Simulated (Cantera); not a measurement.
Feed: 1 mol Pb, 6.9 mol H₂, held at 1.33 mbar.

Cantera equilibrium calculation (NASA polynomials, part measured and part estimated; ideal gas, pure solids and liquids). Candidate condensed phases: Pb; 4 gas species. The numbers say what is thermodynamically allowed, not how fast it happens.

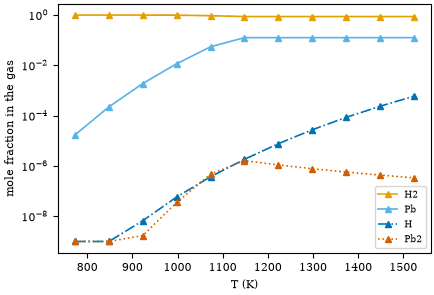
Fig. 1. Equilibrium gas composition (values under 1e-9 drawn at 1e-9)

**Question.** Read off the mole fractions at 1148 K.

**Answer.** H₂ about 0.87, Pb about 0.13, H about 1.8e-6, Pb₂ about 1.6e-6.
